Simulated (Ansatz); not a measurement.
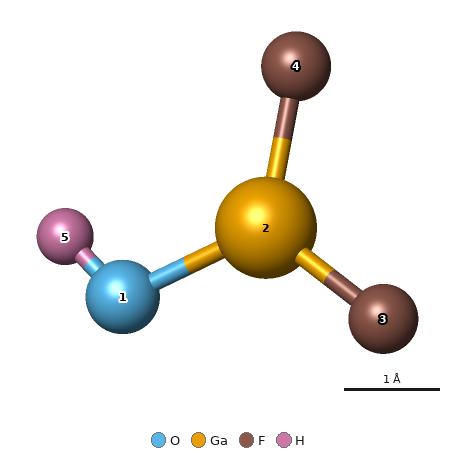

The starting structure (ball-and-stick view, seen at a tilt; atoms are numbered from 1 in the order of the input). Sticks mark near contacts. Bond lengths as drawn: F–Ga 1.73 to 1.74 Å, Ga–O 1.76 Å and H–O 0.96 Å.

## GaHOF$_{2}$: molecular dynamics

System: GaHOF$_{2}$, SMILES [OH][Ga]([F])[F].
Method: UKS revPBE/6-31G* (Ansatz 0.2.0).

The geometry comes from this level: PBE0-D4/def2-TZVP. Figures and captions count atoms from 1; the log counts them from 0 in places.

The input:
```yaml
crystal:
  periodic: [false, false, false]
  atoms:
    - {symbol: O, position_ang: [0.021227, 1.334424, 0.084289]}
    - {symbol: Ga, position_ang: [0.186123, -0.415058, 0.103773]}
    - {symbol: F, position_ang: [1.433421, -1.176672, 1.026604]}
    - {symbol: F, position_ang: [-0.882683, -1.452130, -0.791940]}
    - {symbol: H, position_ang: [-0.708088, 1.635835, -0.464227]}
basis:
  gaussian: {orbitals: "6-31G*"}
magnetization: {spin_polarized: true, initial_magnetization: 0}
hamiltonian: {xc: {name: revPBE}}
md: {timestep: 1 fs, n_steps: 20, ensemble: nve, temperature: 300, initial_velocities: maxwell_boltzmann, seed: 399}
```

Launch command:
```bash
ansatz run in.yaml --threads 4 --pin off --events-out ev --progress --plain --max-ram 10444MiB
```

Output:
```
Functional definition: revPBE
  name "revPBE"
  cite "Zhang & Yang, Phys. Rev. Lett. 80, 890 (1998) doi:10.1103/PhysRevLett.80.890"
  cite "Perdew, Burke & Ernzerhof, Phys. Rev. Lett. 77, 3865 (1996) doi:10.1103/PhysRevLett.77.3865"
  parameter kappa = 1.245
  parameter beta = 0.06672455060314922
  exchange = pbe_x(kappa = kappa, mu = beta*pi^2/3)
  correlation = pbe_c(beta = beta)
827 factors; their error is unknown
mean field evaluation 1: about -59853.9821 eV, gradient 5.5e1 eV
mean field evaluation 2: about -59792.0684 eV, gradient 1.3e2 eV
mean field evaluation 4: about -59863.2235 eV, gradient 1.2e1 eV
mean field evaluation 8: about -59863.6405 eV, gradient 1.4e-1 eV
mean field evaluation 16: about -59863.6112 eV, gradient 1.6e-5 eV
mean field -59863.61121494 eV, -2199.9471351359 hartree, gradient 1.6e-5 eV, S^2 0.000000; 0 other end points of the search recorded, 0 dependent functions left out
the calculation of the forces begins
reference -59863.61128076 eV, -2199.9471375546 hartree; 29, 29 occupied and 53, 53 virtual orbitals, 827 factors
md step     0: t =     0.00 fs  T =   300.0 K  F+E_penalty+E_count = -59863.61121494 eV  E_kin = 0.116334 eV  conserved = -59863.49488094 eV  (28 SCF iters)
these checks for a lower state are left out or cut short: starts, cluster_reference, orbital_swaps, neighbouring_geometries, increment
827 factors; their error is unknown
mean field -59863.61569133 eV, -2199.9472996403 hartree, gradient 6.1e-5 eV, S^2 0.000000; 0 other end points of the search recorded, 0 dependent functions left out
[... from here on the field's lines of each further geometry are left out, up to the last ...]
md step     1: t =     1.00 fs  T =   310.8 K  F+E_penalty+E_count = -59863.61569133 eV  E_kin = 0.120537 eV  conserved = -59863.49515452 eV  (28 SCF iters)
md step     2: t =     2.00 fs  T =   323.9 K  F+E_penalty+E_count = -59863.62136552 eV  E_kin = 0.125611 eV  conserved = -59863.49575445 eV  (27 SCF iters)
md step     3: t =     3.00 fs  T =   320.9 K  F+E_penalty+E_count = -59863.62000019 eV  E_kin = 0.124438 eV  conserved = -59863.49556176 eV  (28 SCF iters)
md step     4: t =     4.00 fs  T =   307.2 K  F+E_penalty+E_count = -59863.61410279 eV  E_kin = 0.119136 eV  conserved = -59863.49496721 eV  (28 SCF iters)
md step     5: t =     5.00 fs  T =   302.5 K  F+E_penalty+E_count = -59863.61218301 eV  E_kin = 0.117316 eV  conserved = -59863.49486697 eV  (28 SCF iters)
md step     6: t =     6.00 fs  T =   310.2 K  F+E_penalty+E_count = -59863.61569467 eV  E_kin = 0.120309 eV  conserved = -59863.49538608 eV  (28 SCF iters)
md step     7: t =     7.00 fs  T =   313.2 K  F+E_penalty+E_count = -59863.61717994 eV  E_kin = 0.121446 eV  conserved = -59863.49573392 eV  (28 SCF iters)
md step     8: t =     8.00 fs  T =   301.3 K  F+E_penalty+E_count = -59863.61206117 eV  E_kin = 0.116841 eV  conserved = -59863.49522028 eV  (28 SCF iters)
md step     9: t =     9.00 fs  T =   291.5 K  F+E_penalty+E_count = -59863.60774299 eV  E_kin = 0.113052 eV  conserved = -59863.49469102 eV  (28 SCF iters)
md step    10: t =    10.00 fs  T =   299.6 K  F+E_penalty+E_count = -59863.61136697 eV  E_kin = 0.116164 eV  conserved = -59863.49520265 eV  (28 SCF iters)
md step    11: t =    11.00 fs  T =   309.8 K  F+E_penalty+E_count = -59863.61594165 eV  E_kin = 0.120144 eV  conserved = -59863.49579726 eV  (28 SCF iters)
md step    12: t =    12.00 fs  T =   302.9 K  F+E_penalty+E_count = -59863.61300036 eV  E_kin = 0.117477 eV  conserved = -59863.49552335 eV  (27 SCF iters)
md step    13: t =    13.00 fs  T =   286.9 K  F+E_penalty+E_count = -59863.60621417 eV  E_kin = 0.111242 eV  conserved = -59863.49497192 eV  (27 SCF iters)
md step    14: t =    14.00 fs  T =   280.4 K  F+E_penalty+E_count = -59863.60367808 eV  E_kin = 0.108718 eV  conserved = -59863.49495996 eV  (27 SCF iters)
md step    15: t =    15.00 fs  T =   284.0 K  F+E_penalty+E_count = -59863.60562133 eV  E_kin = 0.110121 eV  conserved = -59863.49550036 eV  (27 SCF iters)
md step    16: t =    16.00 fs  T =   279.0 K  F+E_penalty+E_count = -59863.60403674 eV  E_kin = 0.108197 eV  conserved = -59863.49583965 eV  (27 SCF iters)
md step    17: t =    17.00 fs  T =   254.1 K  F+E_penalty+E_count = -59863.59393249 eV  E_kin = 0.098537 eV  conserved = -59863.49539546 eV  (26 SCF iters)
md step    18: t =    18.00 fs  T =   222.9 K  F+E_penalty+E_count = -59863.58130864 eV  E_kin = 0.086419 eV  conserved = -59863.49488916 eV  (27 SCF iters)
md step    19: t =    19.00 fs  T =   200.7 K  F+E_penalty+E_count = -59863.57302711 eV  E_kin = 0.077819 eV  conserved = -59863.49520814 eV  (27 SCF iters)
the calculation of the forces begins
reference -59863.56512622 eV, -2199.9454414067 hartree; 29, 29 occupied and 53, 53 virtual orbitals, 827 factors
827 factors; their error is unknown
mean field evaluation 128: about -59863.5928 eV, gradient 1.7e-1 eV
mean field -59863.56505976 eV, -2199.9454389644 hartree, gradient 4.8e-5 eV, S^2 0.000000; 1 other end points of the search recorded, 0 dependent functions left out
the calculation of the forces begins
reference -59863.56512622 eV, -2199.9454414067 hartree; 29, 29 occupied and 53, 53 virtual orbitals, 827 factors
md step    20: t =    20.00 fs  T =   179.1 K  F+E_penalty+E_count = -59863.56505976 eV  E_kin = 0.069440 eV  conserved = -59863.49561996 eV  (29 SCF iters)
```

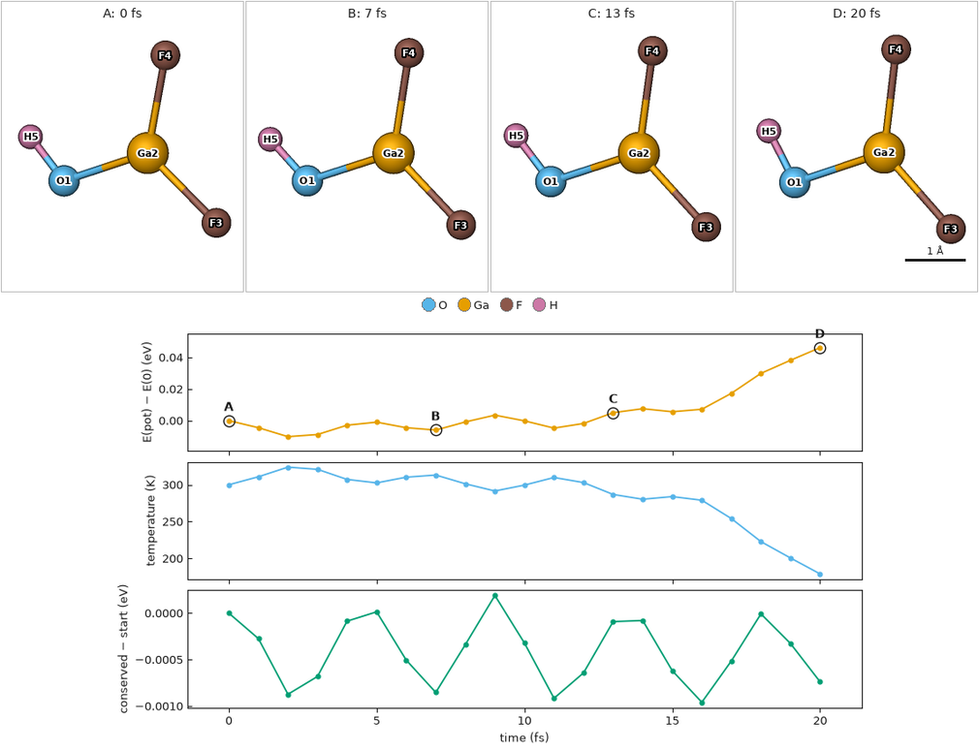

Frames of the molecular dynamics (ball-and-stick, seen at a tilt) above the curves, on which the letters mark them. The trajectory kept here has 21 frames over 20 fs. The temperature starts at 300 K, ranges from 179 to 324 K and averages 264 K over the second half. The potential energy ends 0.046 eV above its first value. The conserved quantity stays within 0.0011 eV. After an unweighted best fit of the last frame on the first, the root-mean-square displacement is 0.10 Å.

```
Total energy: -59863.56512622 eV, -2199.9454414067 hartree
Atom 0 at     0.024301     1.409589     0.077438 Å, force    -0.032835    -1.310610    -0.062791 eV/Å
Atom 1 at     0.186233    -0.446425     0.111923 Å, force     0.044529     0.431153    -0.052721 eV/Å
Atom 2 at     1.516269    -1.137041     1.080996 Å, force    -0.645156     0.142756    -0.456677 eV/Å
Atom 3 at    -0.966217    -1.433576    -0.867700 Å, force     0.682487     0.449681     0.596385 eV/Å
Atom 4 at    -0.751569     1.515791    -0.516506 Å, force    -0.049024     0.287020    -0.024196 eV/Å
Dipole moment:    -0.250928     0.135540    -0.163573 e Å
```

Trajectory as extended XYZ (Å, eV, eV/Å), 21 frames, from step=0 to step=20:
```
5
Properties=species:S:1:pos:R:3:forces:R:3 step=0 time_fs=0.0 energy=-59863.61121 temperature=300.0
O     0.0212    1.3344    0.0843    0.6871   0.8174   0.5852
Ga    0.1861   -0.4151    0.1038   -0.0701  -0.2083  -0.0674
F     1.4334   -1.1767    1.0266    0.5427  -0.2958   0.4037
F    -0.8827   -1.4521   -0.7919   -0.4685  -0.4624  -0.3932
H    -0.7081    1.6358   -0.4642   -0.6911   0.1490  -0.5283
5
Properties=species:S:1:pos:R:3:forces:R:3 step=1 time_fs=1.0 energy=-59863.61569 temperature=310.8
O     0.0199    1.3368    0.0827    0.6552   0.7488   0.5569
Ga    0.1867   -0.4170    0.1047   -0.1832  -0.1056  -0.1525
F     1.4366   -1.1740    1.0286    0.5219  -0.2852   0.3894
F    -0.8872   -1.4510   -0.7960   -0.3930  -0.4074  -0.3298
H    -0.7057    1.6607   -0.4616   -0.6008   0.0494  -0.4639
5
Properties=species:S:1:pos:R:3:forces:R:3 step=2 time_fs=2.0 energy=-59863.62137 temperature=323.9
O     0.0190    1.3397    0.0814    0.3358   0.8230   0.3138
Ga    0.1873   -0.4190    0.1056   -0.2913  -0.0120  -0.2346
F     1.4401   -1.1715    1.0308    0.4937  -0.2711   0.3695
F    -0.8919   -1.4500   -0.8003   -0.3135  -0.3489  -0.2630
H    -0.7091    1.6861   -0.4635   -0.2246  -0.1910  -0.1858
5
Properties=species:S:1:pos:R:3:forces:R:3 step=3 time_fs=3.0 energy=-59863.62000 temperature=320.9
O     0.0183    1.3430    0.0803   -0.0355   0.9319   0.0325
Ga    0.1879   -0.4210    0.1064   -0.3893   0.0744  -0.3096
F     1.4438   -1.1691    1.0331    0.4575  -0.2533   0.3438
F    -0.8967   -1.4492   -0.8047   -0.2312  -0.2873  -0.1936
H    -0.7146    1.7097   -0.4671    0.1984  -0.4657   0.1270
5
Properties=species:S:1:pos:R:3:forces:R:3 step=4 time_fs=4.0 energy=-59863.61410 temperature=307.2
O     0.0175    1.3469    0.0792   -0.2592   0.9584  -0.1390
Ga    0.1884   -0.4229    0.1072   -0.4727   0.1580  -0.3738
F     1.4477   -1.1669    1.0357    0.4129  -0.2316   0.3118
F    -0.9017   -1.4486   -0.8091   -0.1471  -0.2231  -0.1226
H    -0.7182    1.7288   -0.4696    0.4660  -0.6617   0.3237
5
Properties=species:S:1:pos:R:3:forces:R:3 step=5 time_fs=5.0 energy=-59863.61218 temperature=302.5
O     0.0166    1.3514    0.0780   -0.2441   0.8363  -0.1338
Ga    0.1888   -0.4249    0.1080   -0.5388   0.2415  -0.4251
F     1.4519   -1.1647    1.0383    0.3598  -0.2060   0.2735
F    -0.9068   -1.4480   -0.8137   -0.0623  -0.1570  -0.0508
H    -0.7174    1.7416   -0.4689    0.4855  -0.7148   0.3362
5
Properties=species:S:1:pos:R:3:forces:R:3 step=6 time_fs=6.0 energy=-59863.61570 temperature=310.2
O     0.0156    1.3564    0.0768    0.0169   0.5551   0.0532
Ga    0.1892   -0.4268    0.1087   -0.5870   0.3242  -0.4628
F     1.4562   -1.1627    1.0412    0.2990  -0.1772   0.2294
F    -0.9118   -1.4476   -0.8182    0.0219  -0.0903   0.0207
H    -0.7119    1.7475   -0.4650    0.2493  -0.6118   0.1595
5
Properties=species:S:1:pos:R:3:forces:R:3 step=7 time_fs=7.0 energy=-59863.61718 temperature=313.2
O     0.0146    1.3617    0.0756    0.4534   0.1617   0.3700
Ga    0.1895   -0.4286    0.1093   -0.6182   0.4014  -0.4881
F     1.4607   -1.1608    1.0441    0.2318  -0.1461   0.1807
F    -0.9169   -1.4472   -0.8228    0.1041  -0.0243   0.0907
H    -0.7040    1.7476   -0.4596   -0.1711  -0.3927  -0.1533
5
Properties=species:S:1:pos:R:3:forces:R:3 step=8 time_fs=8.0 energy=-59863.61206 temperature=301.3
O     0.0138    1.3672    0.0746    0.8895  -0.2283   0.6869
Ga    0.1897   -0.4304    0.1099   -0.6344   0.4661  -0.5028
F     1.4653   -1.1589    1.0472    0.1602  -0.1141   0.1287
F    -0.9219   -1.4468   -0.8273    0.1830   0.0393   0.1581
H    -0.6978    1.7439   -0.4556   -0.5982  -0.1630  -0.4709
5
Properties=species:S:1:pos:R:3:forces:R:3 step=9 time_fs=9.0 energy=-59863.60774 temperature=291.5
O     0.0136    1.3725    0.0740    1.0806  -0.4677   0.8225
Ga    0.1898   -0.4322    0.1104   -0.6378   0.5124  -0.5089
F     1.4700   -1.1571    1.0503    0.0862  -0.0826   0.0749
F    -0.9269   -1.4464   -0.8317    0.2572   0.0987   0.2216
H    -0.6973    1.7386   -0.4562   -0.7861  -0.0608  -0.6102
5
Properties=species:S:1:pos:R:3:forces:R:3 step=10 time_fs=10.0 energy=-59863.61137 temperature=299.6
O     0.0140    1.3775    0.0739    0.8929  -0.4919   0.6771
Ga    0.1898   -0.4338    0.1108   -0.6300   0.5390  -0.5076
F     1.4748   -1.1553    1.0534    0.0114  -0.0525   0.0205
F    -0.9317   -1.4459   -0.8361    0.3257   0.1532   0.2805
H    -0.7043    1.7328   -0.4626   -0.6000  -0.1478  -0.4705
5
Properties=species:S:1:pos:R:3:forces:R:3 step=11 time_fs=11.0 energy=-59863.61594 temperature=309.8
O     0.0150    1.3822    0.0743    0.4397  -0.3845   0.3336
Ga    0.1897   -0.4354    0.1112   -0.6108   0.5500  -0.4984
F     1.4795   -1.1536    1.0566   -0.0634  -0.0242  -0.0340
F    -0.9363   -1.4454   -0.8402    0.3884   0.2025   0.3345
H    -0.7170    1.7255   -0.4735   -0.1539  -0.3439  -0.1357
5
Properties=species:S:1:pos:R:3:forces:R:3 step=12 time_fs=12.0 energy=-59863.61300 temperature=302.9
O     0.0162    1.3866    0.0748   -0.0359  -0.2890  -0.0276
Ga    0.1896   -0.4370    0.1115   -0.5792   0.5523  -0.4802
F     1.4842   -1.1519    1.0597   -0.1380   0.0027  -0.0883
F    -0.9407   -1.4447   -0.8443    0.4453   0.2476   0.3837
H    -0.7313    1.7150   -0.4857    0.3077  -0.5135   0.2125
5
Properties=species:S:1:pos:R:3:forces:R:3 step=13 time_fs=13.0 energy=-59863.60621 temperature=286.9
O     0.0174    1.3910    0.0753   -0.3480  -0.2971  -0.2678
Ga    0.1894   -0.4384    0.1117   -0.5337   0.5513  -0.4516
F     1.4888   -1.1501    1.0628   -0.2124   0.0283  -0.1425
F    -0.9449   -1.4440   -0.8481    0.4966   0.2888   0.4284
H    -0.7426    1.6995   -0.4958    0.5975  -0.5712   0.4335
5
Properties=species:S:1:pos:R:3:forces:R:3 step=14 time_fs=14.0 energy=-59863.60368 temperature=280.4
O     0.0184    1.3951    0.0757   -0.4171  -0.4290  -0.3264
Ga    0.1890   -0.4398    0.1119   -0.4739   0.5493  -0.4119
F     1.4934   -1.1484    1.0658   -0.2861   0.0526  -0.1961
F    -0.9489   -1.4431   -0.8517    0.5422   0.3264   0.4683
H    -0.7481    1.6786   -0.5019    0.6348  -0.4993   0.4661
5
Properties=species:S:1:pos:R:3:forces:R:3 step=15 time_fs=15.0 energy=-59863.60562 temperature=284.0
O     0.0192    1.3989    0.0758   -0.2403  -0.6579  -0.2000
Ga    0.1887   -0.4411    0.1120   -0.4004   0.5453  -0.3618
F     1.4977   -1.1466    1.0688   -0.3581   0.0751  -0.2485
F    -0.9526   -1.4420   -0.8550    0.5819   0.3603   0.5035
H    -0.7476    1.6529   -0.5034    0.4169  -0.3228   0.3068
5
Properties=species:S:1:pos:R:3:forces:R:3 step=16 time_fs=16.0 energy=-59863.60404 temperature=279.0
O     0.0198    1.4024    0.0759    0.1119  -0.9267   0.0602
Ga    0.1883   -0.4423    0.1120   -0.3157   0.5364  -0.3031
F     1.5019   -1.1448    1.0716   -0.4271   0.0953  -0.2986
F    -0.9559   -1.4407   -0.8581    0.6155   0.3901   0.5335
H    -0.7431    1.6241   -0.5020    0.0154  -0.0951   0.0081
5
Properties=species:S:1:pos:R:3:forces:R:3 step=17 time_fs=17.0 energy=-59863.59393 temperature=254.1
O     0.0204    1.4053    0.0759    0.4712  -1.1586   0.3279
Ga    0.1878   -0.4434    0.1120   -0.2240   0.5196  -0.2393
F     1.5059   -1.1430    1.0742   -0.4914   0.1125  -0.3453
F    -0.9590   -1.4393   -0.8609    0.6426   0.4147   0.5581
H    -0.7385    1.5944   -0.5006   -0.3984   0.1118  -0.3013
5
Properties=species:S:1:pos:R:3:forces:R:3 step=18 time_fs=18.0 energy=-59863.58131 temperature=222.9
O     0.0214    1.4075    0.0762    0.6104  -1.2924   0.4307
Ga    0.1873   -0.4445    0.1120   -0.1305   0.4947  -0.1742
F     1.5097   -1.1411    1.0767   -0.5497   0.1261  -0.3876
F    -0.9617   -1.4376   -0.8635    0.6628   0.4332   0.5768
H    -0.7376    1.5658   -0.5020   -0.5931   0.2384  -0.4457
5
Properties=species:S:1:pos:R:3:forces:R:3 step=19 time_fs=19.0 energy=-59863.57303 temperature=200.7
O     0.0227    1.4090    0.0767    0.4078  -1.3260   0.2747
Ga    0.1868   -0.4455    0.1120   -0.0400   0.4639  -0.1114
F     1.5131   -1.1391    1.0789   -0.6009   0.1360  -0.4247
F    -0.9642   -1.4357   -0.8657    0.6760   0.4449   0.5895
H    -0.7425    1.5394   -0.5077   -0.4429   0.2811  -0.3281
5
Properties=species:S:1:pos:R:3:forces:R:3 step=20 time_fs=20.0 energy=-59863.56506 temperature=179.1
O     0.0243    1.4096    0.0774   -0.0328  -1.3106  -0.0628
Ga    0.1862   -0.4464    0.1119    0.0445   0.4312  -0.0527
F     1.5163   -1.1370    1.0810   -0.6452   0.1428  -0.4567
F    -0.9662   -1.4336   -0.8677    0.6825   0.4497   0.5964
H    -0.7516    1.5158   -0.5165   -0.0490   0.2870  -0.0242
```

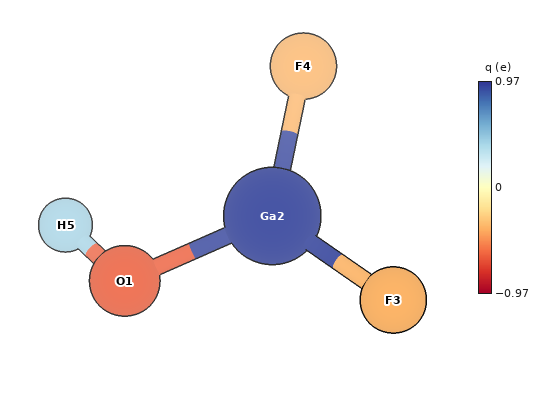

Mulliken charges, as the colour of each atom (ball-and-stick view, seen at a tilt; atoms are numbered from 1 in the order of the input). By element: O −0.62, Ga +0.92, F −0.36 and H +0.42 e.

Key numbers:

```csv
quantity,value
outcome,finished
mean temperature over the second half,264 K
trajectory,"20 steps, 20 fs"
ensemble,nve
temperature in the input,300 K
time step,1 fs
potential energy (last step),−59863.5651 eV
SCF solution under orbital rotations (last step),stable
largest force (length of the vector) (last step),1.313 eV/Å
dipole moment (last step),1.58 D
hardware,"4 threads of Arm Neoverse V1, 23 GiB of memory available, shared host"
wall time,19 s (CPU time 68 s)
peak memory,0.33 GiB
```

Notes:

So short a trajectory is not equilibrated.
